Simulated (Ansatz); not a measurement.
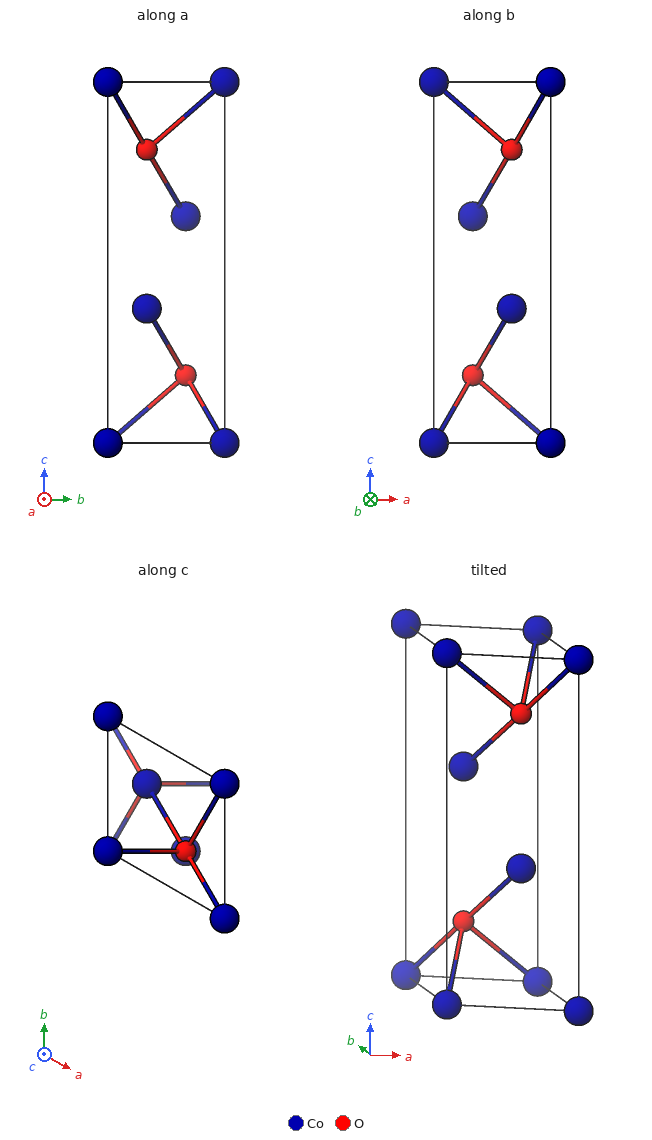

Ball-and-stick representation of a periodic structure, projected along the a axis, along the b axis, along the c axis and slightly off an axis. The box is the conventional unit cell; atoms on or close to its faces, edges and corners are drawn wherever they repeat.

Lattice parameters: a = 2.755 Å, b = 2.755 Å, c = 7.376 Å, α = 90.00°, β = 90.00°, γ = 120.00°.

Question: Put the structure into a table of Wyckoff sites, with free fractional coordinates to two decimals.

Answer: Space group P-3m1 (No. 164).
| atom | site | x | y | z |
| --- | --- | --- | --- | --- |
| Co | 1a | 0.00 | 0.00 | 0.00 |
| Co | 2d | 0.3333 | 0.6667 | 0.63 |
| O | 2d | 0.3333 | 0.6667 | 0.19 |

The structure comes from a textbook structure type filled with these elements (whether it is the usual form wasn't checked). A relaxation with DFT PBE, scalar-relativistic, plane waves, PAW (Ansatz) gave the geometry drawn.
